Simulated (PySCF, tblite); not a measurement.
# C₆H₈ClO radical: geometry, infrared bands and EPR parameters

Aim: predict the infrared bands and EPR parameters of C₆H₈ClO radical (`O[CH][C@H]1C=C(Cl)CC1`).

Computed with tblite 0.8.0 and PySCF 2.14.0, with density-fitted response routines of our own, on a single molecule in the gas phase. Atoms are numbered from 0 throughout.

## (1) The starting structure

16 atoms, charge 0, multiplicity 2; geometry from: force field or distance geometry start.

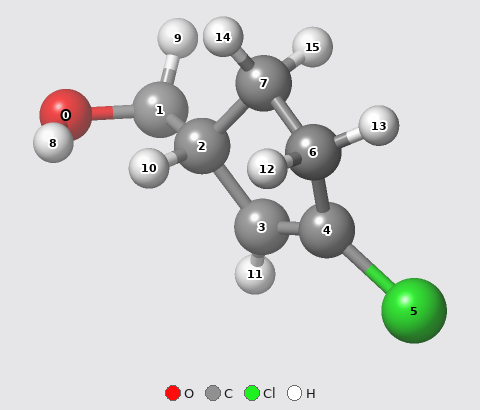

As it starts; oxygen red, carbon grey, chlorine green, hydrogen white, atoms numbered; sticks join atoms by distance.

## (2) Relaxing the molecule with GFN2-xTB

The job: settings as JSON, then the geometry in Å.

```
{"job": {"kind": "relax", "xc": "GFN2-xTB", "basis": "xTB"}, "charge": 0, "multiplicity": 2}
O      2.934600    -0.160200    -0.250400
C      1.750700    -0.821600    -0.635800
C      0.632200    -0.003800    -0.130100
C     -0.305000     0.499000    -1.198300
C     -1.531600     0.667200    -0.697900
Cl    -2.982200     1.229100    -1.535000
C     -1.491900     0.299300     0.737400
C     -0.311700    -0.685800     0.805800
H      2.694300     0.677400     0.243400
H      1.788800    -1.864500    -0.245800
H      1.023900     0.893700     0.381700
H     -0.023600     0.678900    -2.222600
H     -1.235500     1.166600     1.391100
H     -2.440300    -0.177900     1.049400
H      0.118400    -0.691600     1.827400
H     -0.628700    -1.696800     0.468300
```

On the command line:

```bash
> OMP_NUM_THREADS=1 python probes_run.py task.json out
```

This one command runs all jobs of the session in turn.

Log:

```text
step      E/eV     max force
  0    -691.82908    2.948
  1    -692.08063    1.506
  2    -692.21554    1.175
  3    -692.29176    0.808
  4    -692.34519    0.692
  5    -692.38967    0.670
  6    -692.44441    0.541
  7    -692.48190    0.498
  8    -692.50500    0.429
  9    -692.52379    0.301
 10    -692.54107    0.334
 11    -692.55478    0.346
 12    -692.56493    0.317
 13    -692.57260    0.203
 14    -692.57943    0.250
 15    -692.58575    0.226
 16    -692.59166    0.225
 17    -692.59773    0.223
 18    -692.60418    0.208
 19    -692.61015    0.230
 20    -692.61538    0.188
 21    -692.61980    0.162
 22    -692.62462    0.174
 23    -692.63073    0.272
 24    -692.63913    0.286
 25    -692.64798    0.218
 26    -692.65503    0.217
 27    -692.66059    0.183
 28    -692.66672    0.302
 29    -692.67178    0.292
 30    -692.67964    0.229
 31    -692.68727    0.166
 32    -692.69356    0.184
 33    -692.70074    0.258
 34    -692.70676    0.202
 35    -692.71142    0.183
 36    -692.71277    0.319
 37    -692.71598    0.167
 38    -692.71776    0.107
 39    -692.71964    0.094
 40    -692.72033    0.071
 41    -692.72105    0.063
 42    -692.72180    0.049
 43    -692.72244    0.050
 44    -692.72285    0.080
 45    -692.72322    0.049
 46    -692.72360    0.047
 47    -692.72393    0.042
 48    -692.72425    0.052
 49    -692.72461    0.062
 50    -692.72508    0.058
 51    -692.72558    0.060
 52    -692.72603    0.064
 53    -692.72645    0.057
 54    -692.72698    0.063
 55    -692.72769    0.063
 56    -692.72846    0.056
 57    -692.72910    0.058
 58    -692.72958    0.048
 59    -692.72999    0.045
 60    -692.73037    0.042
 61    -692.73069    0.044
 62    -692.73088    0.050
 63    -692.73116    0.038
 64    -692.73138    0.034
 65    -692.73161    0.027
 66    -692.73181    0.036
 67    -692.73204    0.040
 68    -692.73228    0.038
 69    -692.73261    0.046
 70    -692.73295    0.052
 71    -692.73331    0.054
 72    -692.73376    0.052
 73    -692.73425    0.047
 74    -692.73468    0.042
 75    -692.73490    0.091
 76    -692.73525    0.061
 77    -692.73567    0.061
 78    -692.73647    0.089
 79    -692.73705    0.065
 80    -692.73793    0.114
 81    -692.73950    0.100
 82    -692.73950    0.189
 83    -692.74189    0.078
 84    -692.74339    0.090
 85    -692.73700    0.377
 86    -692.74575    0.078
 87    -692.74711    0.089
 88    -692.73943    0.449
 89    -692.74986    0.060
 90    -692.75128    0.061
 91    -692.75173    0.275
 92    -692.75386    0.065
 93    -692.75438    0.076
 94    -692.75543    0.084
 95    -692.75592    0.096
 96    -692.75694    0.059
 97    -692.75788    0.062
 98    -692.75861    0.052
 99    -692.75893    0.051
100    -692.75925    0.044
101    -692.75960    0.056
102    -692.75989    0.052
103    -692.76014    0.046
104    -692.76033    0.034
105    -692.76054    0.033
106    -692.76078    0.035
107    -692.76100    0.047
108    -692.76116    0.034
109    -692.76126    0.020
110    -692.76133    0.017
111    -692.76138    0.014
112    -692.76141    0.014
113    -692.76143    0.015
114    -692.76145    0.012
115    -692.76146    0.010
```

Wall time 0.81 s (1 thread of Arm Neoverse V1, shared host).

Along the way: (not every step is listed)

| step | energy from step 0 (eV) | largest force (eV/Å) |
| --- | --- | --- |
| 0 | 0.0000 | 2.9483 |
| 1 | -0.2516 | 1.5061 |
| 2 | -0.3865 | 1.1746 |
| 3 | -0.4627 | 0.8080 |
| 4 | -0.5161 | 0.6922 |
| 5 | -0.5606 | 0.6701 |
| 6 | -0.6153 | 0.5409 |
| 7 | -0.6528 | 0.4977 |
| 8 | -0.6759 | 0.4293 |
| 18 | -0.7751 | 0.2079 |
| 28 | -0.8376 | 0.3023 |
| 38 | -0.8887 | 0.1075 |
| 48 | -0.8952 | 0.0516 |
| 58 | -0.9005 | 0.0476 |
| 68 | -0.9032 | 0.0380 |
| 78 | -0.9074 | 0.0886 |
| 88 | -0.9103 | 0.4490 |
| 98 | -0.9295 | 0.0525 |
| 108 | -0.9321 | 0.0345 |
| 110 | -0.9323 | 0.0175 |
| 111 | -0.9323 | 0.0139 |
| 112 | -0.9323 | 0.0142 |
| 113 | -0.9324 | 0.0148 |
| 114 | -0.9324 | 0.0117 |
| 115 | -0.9324 | 0.0095 |

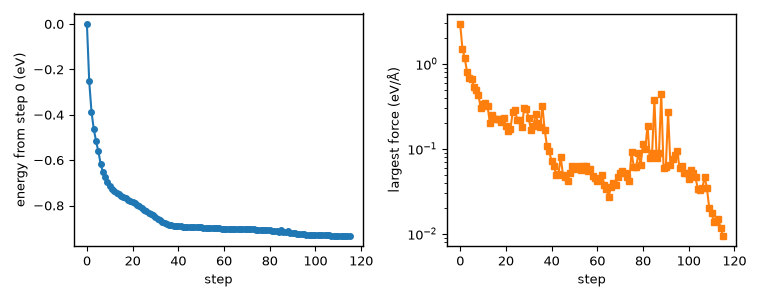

Energy and largest force along the relaxation.

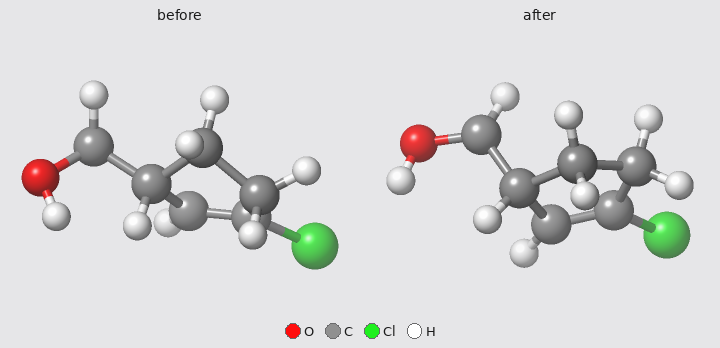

Before and after, at one scale.

Distances of close pairs at the start and the end, largest changes first:

| bond | before (Å) | after (Å) | change (Å) |
| --- | --- | --- | --- |
| C2–C7 | 1.494 | 1.546 | +0.052 |
| C4–Cl5 | 1.767 | 1.719 | -0.048 |
| O0–C1 | 1.410 | 1.364 | -0.046 |
| C1–H9 | 1.114 | 1.075 | -0.039 |
| O0–H8 | 1.002 | 0.965 | -0.036 |
| C6–H12 | 1.116 | 1.090 | -0.026 |
| C7–H15 | 1.112 | 1.088 | -0.024 |
| C7–H14 | 1.108 | 1.089 | -0.019 |

The next job starts from the end point, and lists it.

## (3) Vibrational analysis with GFN2-xTB

The job: settings as JSON, then the geometry in Å.

```
{"job": {"kind": "ir", "xc": "GFN2-xTB", "basis": "xTB"}, "charge": 0, "multiplicity": 2}
O      2.659956    -0.779356    -1.011376
C      1.441891    -0.911309    -0.412722
C      0.763997     0.240432     0.235274
C     -0.054237     0.932790    -0.832455
C     -1.344673     0.659986    -0.685139
Cl    -2.610747     1.119724    -1.752457
C     -1.645515    -0.170571     0.526262
C     -0.300413    -0.194065     1.268932
H      3.104151     0.009406    -0.676075
H      0.866435    -1.721443    -0.823877
H      1.511232     0.910260     0.675767
H      0.400483     1.477381    -1.639386
H     -2.445048     0.263964     1.126671
H     -1.964243    -1.170886     0.223732
H     -0.317788     0.520317     2.091095
H     -0.073078    -1.177686     1.674343
```

Log:

```text
mode    cm-1     km/mol
  1      59.4      0.09
  2      90.7      2.20
  3     125.8      9.71
  4     228.7      7.18
  5     276.1      1.53
  6     329.8     11.91
  7     379.6     42.40
  8     401.9      5.02
  9     430.3      3.89
 10     457.3     11.93
 11     565.0    119.69
 12     711.5      6.39
 13     783.3     19.94
 14     806.3      8.55
 15     835.6      9.60
 16     941.4     26.54
 17     976.3      4.36
 18    1009.3     13.46
 19    1042.0     77.20
 20    1063.0     10.41
 21    1096.1      1.89
 22    1108.3     37.48
 23    1153.3     10.72
 24    1190.6      2.61
 25    1209.1      5.64
 26    1216.2     15.67
 27    1222.4     30.57
 28    1276.6     27.57
 29    1289.9     71.33
 30    1310.5      3.01
 31    1373.0    218.04
 32    1462.3      2.64
 33    1482.7      5.14
 34    1649.0     12.49
 35    2905.7     52.99
 36    2956.3     11.00
 37    2992.2     25.69
 38    3003.7     34.02
 39    3021.3     23.75
 40    3125.0     20.69
 41    3139.4     14.31
 42    3504.6     14.76
```

Run time: 0.55 s. Hardware: 1 thread of Arm Neoverse V1, shared host.

Which atoms move in the most intense modes:

| cm⁻¹ | km/mol | atoms |
| --- | --- | --- |
| 380 | 42.4 | H8 39 %, C1 15 %, O0 15 %, Cl5 12 % |
| 565 | 119.7 | H9 63 %, C1 18 %, H8 15 % |
| 1042 | 77.2 | C4 16 %, H12 15 %, C6 11 %, H8 11 % |
| 1108 | 37.5 | H12 20 %, H9 18 %, H8 14 % |
| 1290 | 71.3 | H10 23 %, H8 13 %, C6 11 %, H14 11 % |
| 1373 | 218.0 | C1 45 %, H9 16 %, C2 13 %, O0 12 % |
| 2906 | 53.0 | H10 93 % |
| 3004 | 34.0 | H14 75 %, H12 11 % |

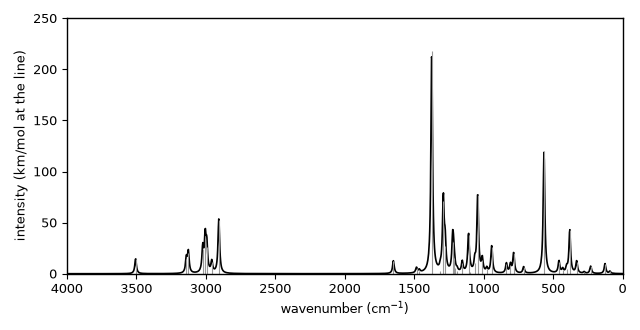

The infrared spectrum from these modes, unscaled. Lines are broadened to a width of 14 cm⁻¹ (Lorentzian).

## (4) EPR parameters: B3LYP/pcH-1

Same as in step 3 but for these lines:

```diff
@@ -1,2 +1,2 @@
-{"job": {"kind": "ir", "xc": "GFN2-xTB", "basis": "xTB"}, "charge": 0, "multiplicity": 2}
+{"job": {"kind": "epr", "basis": "pcH-1"}, "charge": 0, "multiplicity": 2}
 O      2.659956    -0.779356    -1.011376
```

Level: UKS B3LYP, pcH-1 on C Cl H O, non-relativistic, mean-field spin-orbit, GIAO.

Log:

```text
UKS, coarse grid
  cycle   1  E = -768.72908819  |g| = 4.88e-01
  cycle   2  E = -768.63993612  |g| = 6.98e-01
  cycle   3  E = -768.81660350  |g| = 9.46e-02
  cycle   4  E = -768.81962139  |g| = 4.22e-02
  cycle   5  E = -768.82043519  |g| = 1.19e-02
  cycle   6  E = -768.82049644  |g| = 5.43e-03
  cycle   7  E = -768.82050893  |g| = 2.42e-03
  cycle   8  E = -768.82051208  |g| = 8.63e-04
UKS, final grid
  cycle   1  E = -768.82042385  |g| = 1.37e-03
  cycle   2  E = -768.82042159  |g| = 2.58e-03
  cycle   3  E = -768.82042474  |g| = 1.92e-04
  cycle   4  E = -768.82042476  |g| = 5.42e-05
  cycle   5  E = -768.82042476  |g| = 3.93e-05
  cycle   6  E = -768.82042476  |g| = 1.19e-05
E = -768.82042476 Eh   <S^2> = 0.7546 (exact 0.7500)
g shifts (ppm)      1          2          3
  rmc          -203       -203       -203
  gc              3         42         34
  oz_so         323       1086       2000
  total         122        924       1831
hyperfine (MHz)  atom isotope    a_iso     a_fc   dipolar eigenvalues
    0   17O     -20.63     -20.70    -66.54     32.01     34.53
    1   13C     134.49     134.51    -75.22    -73.77    148.99
    2   13C     -16.06     -16.07     -1.83     -1.26      3.09
    3   13C      57.46      57.48     -9.87     -1.50     11.38
    4   13C      11.69      11.65     -7.45     -6.78     14.24
    5  35Cl       3.80       3.81     -2.80     -2.14      4.94
    6   13C      -2.93      -2.93     -0.50     -0.17      0.67
    7   13C      23.99      23.99     -2.41     -2.10      4.51
    8    1H     -11.29     -11.33    -13.82     -8.84     22.66
    9    1H     -42.63     -42.66    -34.15     -1.81     35.97
   10    1H      16.73      16.72     -5.12     -4.37      9.49
   11    1H      -1.09      -1.09     -3.38     -1.75      5.14
   12    1H       2.56       2.56     -1.32     -0.45      1.77
   13    1H       4.82       4.82     -1.83     -0.88      2.71
   14    1H      -0.20      -0.20     -2.20     -1.47      3.67
   15    1H      -1.65      -1.66     -5.16     -2.27      7.43
```

Wall time 1.7 min (1 thread of Arm Neoverse V1, shared host); peak memory 1 GiB.

Principal g values 2.00244, 2.00324, 2.00415; g(iso) = 2.00328, against 2.00232 for a free electron.

Hyperfine couplings, nucleus by nucleus at this fixed geometry (no averaging over rotations):

| nuclei | isotope | a(iso) (MHz) | a(iso) (G, at g = 2.0023) | largest dipolar term (MHz) |
| --- | --- | --- | --- | --- |
| C1 | 13C | 134.5 | 48.0 | 149.0 |
| C3 | 13C | 57.5 | 20.5 | 11.4 |
| H9 | 1H | -42.6 | -15.2 | 36.0 |
| C7 | 13C | 24.0 | 8.6 | 4.5 |
| O0 | 17O | -20.6 | -7.4 | -66.5 |
| H10 | 1H | 16.7 | 6.0 | 9.5 |
| C2 | 13C | -16.1 | -5.7 | 3.1 |
| C4 | 13C | 11.7 | 4.2 | 14.2 |
| H8 | 1H | -11.3 | -4.0 | 22.7 |
| H13 | 1H | 4.8 | 1.7 | 2.7 |
| Cl5 | 35Cl | 3.8 | 1.4 | 4.9 |
| C6 | 13C | -2.9 | -1.0 | 0.7 |
| H12 | 1H | 2.6 | 0.9 | 1.8 |
| H15 | 1H | -1.7 | -0.6 | 7.4 |

Mulliken spin populations:

O0 0.13; C1 0.86; C2 -0.05; C3 0.00; C4 0.08; Cl5 0.01; C6 0.00; C7 0.01; H8 0.00; H9 -0.04; H10 0.01; H11 0.00; H12 0.00; H13 0.00; H14 0.00; H15 0.01

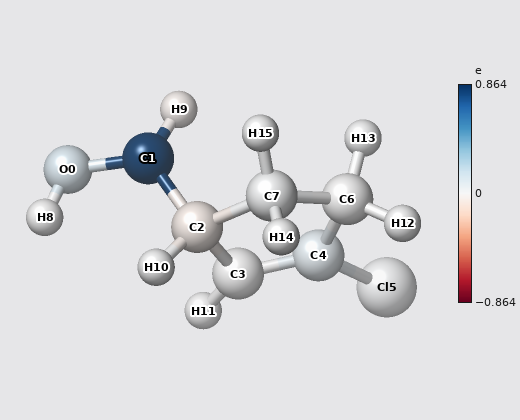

Mulliken spin populations, as colours on the atoms.

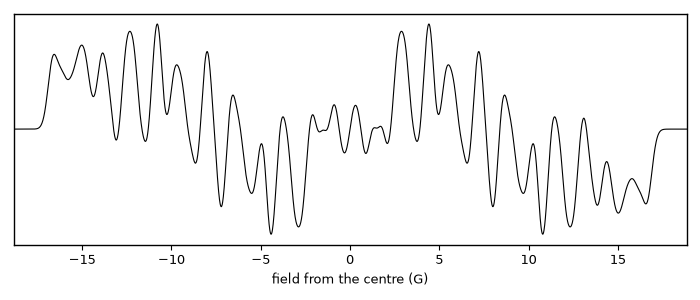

First-order isotropic spectrum (first derivative, main isotopes with spin only, couplings over 0.8 MHz, Gaussian width 0.3 G; couplings of the frozen geometry, rotation of groups not averaged beyond the rows shown).

The fields below are evaluated on a grid from the run's orbitals.

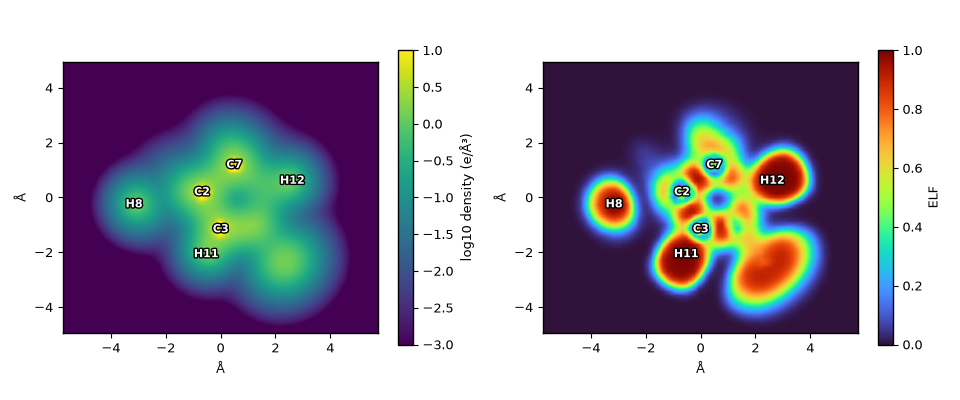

Density (left) and ELF (right) in a plane through or near 6 of the atoms.

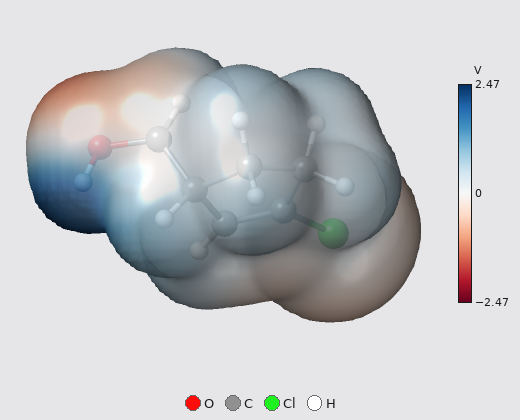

Electrostatic potential on the surface of density 0.002 e/bohr³; red is low, blue high. It runs from -1.25 V near O0 to 2.47 V near H8.

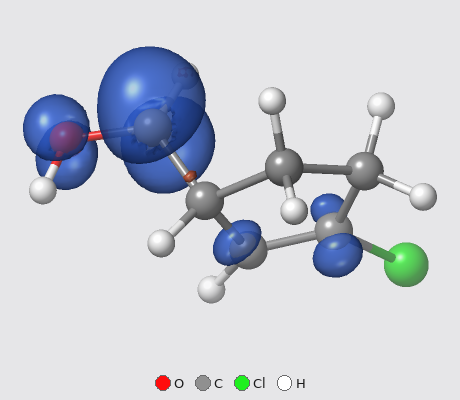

Spin density at ±0.04 e/Å³ (alpha excess blue, beta excess red).

## (5) What came out

```
                                                                  quantity                  value
                                 strongest single infrared mode (GFN2-xTB)  1373 cm⁻¹, 218 km/mol
                                              zero-point energy (GFN2-xTB)          77.5 kcal/mol
                                                            g(iso) (B3LYP)                2.00328
                                                                      ⟨S²⟩     0.755 (exact 0.75)
                                                            largest a(iso)   13C on C1, 134.5 MHz
potential on the surface of density 0.002 e/bohr³, 1st and 99th percentile     -1.25 V and 2.47 V
```

Over 115 steps the energy fell by 0.932 eV; of the close pairs, C2–C7 changed most, 1.494 to 1.546 Å. All 42 modes are real, so the xTB geometry is a minimum. The strongest single mode, at 1373 cm⁻¹, is spread over several atoms, C1, H9, C2, O0 among them. Unscaled tight-binding wavenumbers are off by several per cent, some by more. Its intensities can rank the bands wrongly. C1 carries the largest spin population, 0.86 e. The isotropic g lies 1.0 ppt above the free-electron value.
